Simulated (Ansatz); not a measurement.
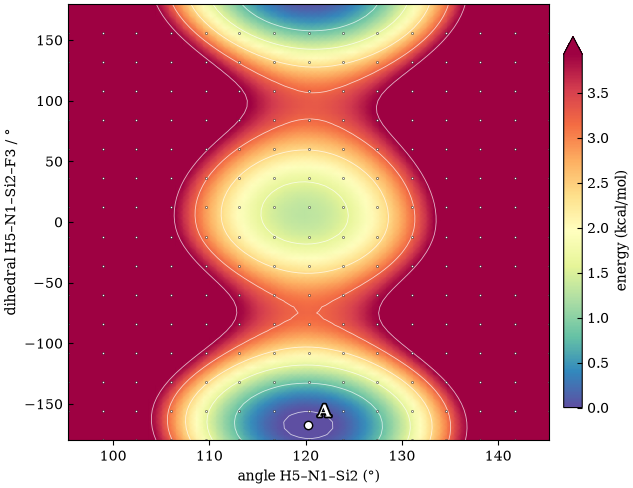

ClFH2NSi, SMILES N[Si](F)Cl, spin multiplicity 2. Coordinates scanned: (1) angle H5–N1–Si2; (2) dihedral H5–N1–Si2–F3. Nothing is relaxed (all other coordinates rigid). Grid: 15 × 15 points. Points are written as (first, second). Energies: kcal/mol, counted from the lowest grid point. Method: Ansatz 0.2.0, UKS PBE0-D4/def2-SVP.

In the figure: a smooth colour map with a few white contour lines, dots at the grid points, one colour for all values above the top of the scale, the well A. Between grid points the surface is interpolated.

Q: Where is the minimum, and how stiff is the well along each coordinate? Take the well at A.

A: The interpolated minimum is at angle H5–N1–Si2 ≈ 120.3°, dihedral H5–N1–Si2–F3 ≈ −167°. The curvatures there are about 4.3 eV/rad² and 0.22 eV/rad², with a cross term of about 0.04 eV/rad². Round the minimum the two coordinates are nearly uncoupled. (1 eV is 23.1 kcal/mol.)
